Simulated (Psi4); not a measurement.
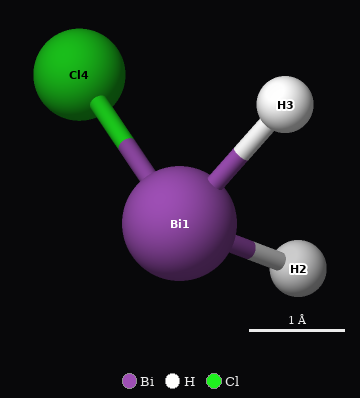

Figure 1. The input geometry (ball-and-stick view, seen at a tilt; atoms are numbered from 1 in the order of the input). Sticks mark near contacts. Bond lengths as drawn: Bi–Cl 2.50 Å and Bi–H 1.77 Å.

# BiH₂Cl: single-point calculation

The run: single-point calculation of BiH₂Cl. Method and program: SCAN/def2-SVP, RKS, core potentials def2 (Psi4 1.11).

The geometry comes from this level: GFN2-xTB.

**Input file (job.in)**
```
memory 1600 mb

molecule {
  0 1
  Bi     0.073780     0.140840     0.857770
  H      1.514100     0.135430    -0.172530
  H     -0.588940     1.398780    -0.196480
  Cl    -0.998940    -1.675050    -0.488760
  units angstrom
  symmetry c1
}

set puream true
set scf_type pk
set dft_radial_points 99
set dft_spherical_points 590
set d_convergence 0.001
set e_convergence 0.001

energy_value, wavefunction = energy("scan/def2-SVP", return_wfn=True)
print_variables()
```

Machine: 1 thread of AMD EPYC (Zen 3), 64 GiB of memory available, shared host.

Launch command:
```bash
psi4 -n 1 job.in job.out
```

**Log**
```
Psi4 1.11 release

   => Loading Basis Set <=

    Name: DEF2-SVP
    Role: ORBITAL
    Keyword: BASIS

    !!!  WARNING: ECP capability is in beta. Please check occupations closely.  !!!

         ---------------------------------------------------------
                                   SCF
                              RKS Reference
                        1 Threads,   1525 MiB Core
         ---------------------------------------------------------

  ==> Geometry <==

    Molecular point group: c1
    Full point group: C1

    Geometry (in Angstrom), charge = 0, multiplicity = 1:

       Center              X                  Y                   Z               Mass
    ------------   -----------------  -----------------  -----------------  -----------------
         BI           0.149322535973     0.253033088631     0.199977600477   208.980399100000
         H            1.589642535973     0.247623088631    -0.830322399523     1.007825032230
         H           -0.513397464027     1.510973088631    -0.854272399523     1.007825032230
         CL          -0.923397464027    -1.562856911369    -1.146552399523    34.968852682000

  Running in c1 symmetry.

  Rotational constants: A =      2.68527  B =      0.08828  C =      0.08818 [cm^-1]
  Rotational constants: A =  80502.38284  B =   2646.56979  C =   2643.64395 [MHz]
  Nuclear repulsion =  102.430698248271369

  Charge       = 0
  Multiplicity = 1
  Electrons    = 42
  Nalpha       = 21
  Nbeta        = 21

  ==> Algorithm <==

  SCF Algorithm Type is PK.
  DIIS enabled.
  MOM disabled.
  Fractional occupation disabled.
  Guess Type is SAD.
  Energy threshold   = 1.00e-03
  Density threshold  = 1.00e-03
  Integral threshold = 1.00e-12

  ==> Primary Basis <==

  Basis Set: DEF2-SVP
    Blend: DEF2-SVP
    Number of shells: 24
    Number of basis functions: 54
    Number of Cartesian functions: 57
    Spherical Harmonics?: true
    Max angular momentum: 2

  Core potential: DEF2-SVP
    Number of shells: 4
    Number of ECP primitives: 18
    Number of ECP core electrons: 60
    Max angular momentum: 3

  ==> DFT Potential <==

   => LibXC <=

    Version 7.1.2

   => Composite Functional: SCAN <=

    Deriv               =              1
    GGA                 =           TRUE
    Meta                =           TRUE

    Exchange Hybrid     =          FALSE
    MP2 Hybrid          =          FALSE

   => Exchange Functionals <=

    1.0000   XC_MGGA_X_SCAN

   => Correlation Functionals <=

    1.0000   XC_MGGA_C_SCAN

   => LibXC Density Thresholds  <==

    XC_MGGA_C_SCAN:  1.00E-15
    XC_MGGA_X_SCAN:  1.00E-15

   => Molecular Quadrature <=

    Radial Scheme          =       TREUTLER
    Pruning Scheme         =           NONE
    Nuclear Scheme         =       TREUTLER

    Blocking Scheme        =         OCTREE
    BS radius alpha        =              1
    Pruning alpha          =              1
    Radial Points          =             99
    Spherical Points       =            590
    Total Points           =         218145
    Total Blocks           =           1631
    Max Points             =            256
    Max Functions          =             54
    Weights Tolerance      =       1.00E-15

  ==> Integral Setup <==

  Using in-core PK algorithm.
   Calculation information:
      Number of atoms:                   4
      Number of AO shells:              24
      Number of primitives:             51
      Number of atomic orbitals:        57
      Number of basis functions:        54

      Integral cutoff                 1.00e-12
      Number of threads:                 1

  Performing in-core PK
  Using 2206710 doubles for integral storage.
  We computed 42957 shell quartets total.
  Whereas there are 45150 unique shell quartets.

  ==> DiskJK: Disk-Based J/K Matrices <==

    J tasked:                  Yes
    K tasked:                   No
    wK tasked:                  No
    Memory [MiB]:              419
    Schwarz Cutoff:          1E-12

  Cached 100.0% of DFT collocation blocks in 0.708 [GiB].

  Minimum eigenvalue in the overlap matrix is 1.7383410389E-02.
  Reciprocal condition number of the overlap matrix is 4.7172175733E-03.
    Using symmetric orthogonalization.

  ==> Pre-Iterations <==

  SCF Guess: Superposition of Atomic Densities via on-the-fly atomic UHF (no occupation information).

   -------------------------
    Irrep   Nso     Nmo
   -------------------------
     A         54      54
   -------------------------
    Total      54      54
   -------------------------

  ==> Iterations <==

                        Total Energy        Delta E     RMS |[F,P]|

   @RKS iter SAD:  -674.21668812557584   -6.74217e+02   0.00000e+00
   @RKS iter   1:  -675.92869399142467   -1.71201e+00   6.96474e-03 ADIIS/DIIS
   @RKS iter   2:  -675.95821020931601   -2.95162e-02   6.09648e-03 ADIIS/DIIS
   @RKS iter   3:  -676.01025561825247   -5.20454e-02   9.54328e-04 ADIIS/DIIS
   @RKS iter   4:  -676.01198864316120   -1.73302e-03   3.22766e-04 ADIIS/DIIS
   @RKS iter   5:  -676.01219234147197   -2.03698e-04   1.30330e-04 ADIIS/DIIS
  Energy and wave function converged.

  ==> Post-Iterations <==

   Electrons on quadrature grid:
      Ntotal   =   42.0000005892 ; deviation = 5.892e-07

    Orbital Energies [Eh]
    ---------------------

    Doubly Occupied:

       1A   -101.165150     2A     -9.334310     3A     -7.083755
       4A     -7.075456     5A     -7.075211     6A     -5.955874
       7A     -3.693510     8A     -3.687563     9A     -3.683537
      10A     -1.048056    11A     -1.044799    12A     -1.040672
      13A     -1.038947    14A     -1.035409    15A     -0.739117
      16A     -0.593037    17A     -0.329812    18A     -0.326393
      19A     -0.294010    20A     -0.258249    21A     -0.248016

    Virtual:

      22A     -0.094984    23A     -0.032831    24A     -0.004113
      25A      0.237978    26A      0.244332    27A      0.260931
      28A      0.281733    29A      0.291791    30A      0.293075
      31A      0.322102    32A      0.431454    33A      0.448650
      34A      0.556118    35A      0.619724    36A      0.650949
      37A      0.791157    38A      0.795839    39A      0.798753
      40A      0.803239    41A      0.850539    42A      0.968431
      43A      0.972709    44A      1.194175    45A      1.391070
      46A      1.460698    47A      1.569252    48A      1.628354
      49A      1.811107    50A      1.844324    51A     21.206375
      52A     21.282403    53A     21.290898    54A     54.426584

    Final Occupation by Irrep:
              A
    DOCC [    21 ]
    NA   [    21 ]
    NB   [    21 ]

  @RKS Final Energy:  -676.01219234147197

   => Energetics <=

    Nuclear Repulsion Energy =            102.4306982482713693
    One-Electron Energy =               -1214.2080776991238054
    Two-Electron Energy =                 482.0227015360072187
    DFT Exchange-Correlation Energy =     -46.2575144266266278
    Empirical Dispersion Energy =           0.0000000000000000
    VV10 Nonlocal Energy =                  0.0000000000000000
    Total Energy =                       -676.0121923414719731

Computation Completed

Properties will be evaluated at   0.000000,   0.000000,   0.000000 [a0]

Properties computed using the SCF density matrix

 Multipole Moments:

 ------------------------------------------------------------------------------------
     Multipole            Electronic (a.u.)      Nuclear  (a.u.)        Total (a.u.)
 ------------------------------------------------------------------------------------

 L = 1.  Multiply by 2.5417464519 to convert [e a0] to [Debye]
 Dipole X            :         21.6572042          -21.1405428            0.5166614
 Dipole Y            :         36.7671947          -35.8862965            0.8808982
 Dipole Z            :         32.2316150          -31.3250466            0.9065684
 Magnitude           :                                                    1.3655720

 ------------------------------------------------------------------------------------

	total time  =          6 seconds =       0.10 minutes

  Variable Map:
  ----------------------------------------------------------------------------
  "CURRENT ENERGY"              =>    -676.012192341472
  "CURRENT REFERENCE ENERGY"    =>    -676.012192341472
  "DD SOLVATION ENERGY"         =>       0.000000000000
  "DFT FUNCTIONAL TOTAL ENERGY" =>    -676.012192341472
  "DFT TOTAL ENERGY"            =>    -676.012192341472
  "DFT VV10 ENERGY"             =>       0.000000000000
  "DFT XC ENERGY"               =>     -46.257514426627
  "GRID ELECTRONS ALPHA"        =>      21.000000294603
  "GRID ELECTRONS BETA"         =>      21.000000294603
  "GRID ELECTRONS TOTAL"        =>      42.000000589206
  "NUCLEAR REPULSION ENERGY"    =>     102.430698248271
  "ONE-ELECTRON ENERGY"         =>   -1214.208077699124
  "PCM POLARIZATION ENERGY"     =>       0.000000000000
  "PE ENERGY"                   =>       0.000000000000
  "SCF ITERATION ENERGY"        =>    -676.012192341472
  "SCF ITERATIONS"              =>       5.000000000000
  "SCF TOTAL ENERGY"            =>    -676.012192341472
  "TWO-ELECTRON ENERGY"         =>     482.022701536007
  "XC GRID RADIAL POINTS"       =>      99.000000000000
  "XC GRID SPHERICAL POINTS"    =>     590.000000000000
  "XC GRID TOTAL POINTS"        =>  218145.000000000000

  Array Variable Map:
  ----------------------------------------------------------------------------
  "CURRENT DIPOLE"              =>       0.516661403497 ... 0.906568389217 1 by 3
  "SCF DIPOLE"                  =>       0.516661403497 ... 0.906568389217 1 by 3
  "SCF TOTAL ENERGIES"          =>    -674.216688125576 ... -676.012192341472 1 by 6

    Psi4 run time: 0:00:06.31
```

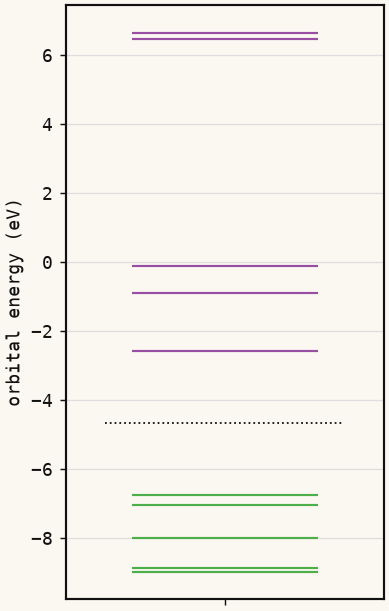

Figure 2. Orbital energies near the frontier; the dotted line parts filled from empty levels, and levels within 0.02 eV of each other stand side by side. Highest filled −6.75 eV, lowest empty −2.58 eV, 4.17 eV apart.

**Summary**

```csv
quantity,value
outcome,converged
total energy,−676.012192 hartree
basis functions,54
HOMO,−6.75 eV
LUMO,−2.58 eV
dipole moment,3.47 D
wall time,7.8 s
peak memory,0.95 GiB
```

Settings chosen away from the usual ones: scf_conv set to 0.001 (from 0.01). These settings are looser than, or depart from, a standard set-up, so the numbers are not reference values for this system.
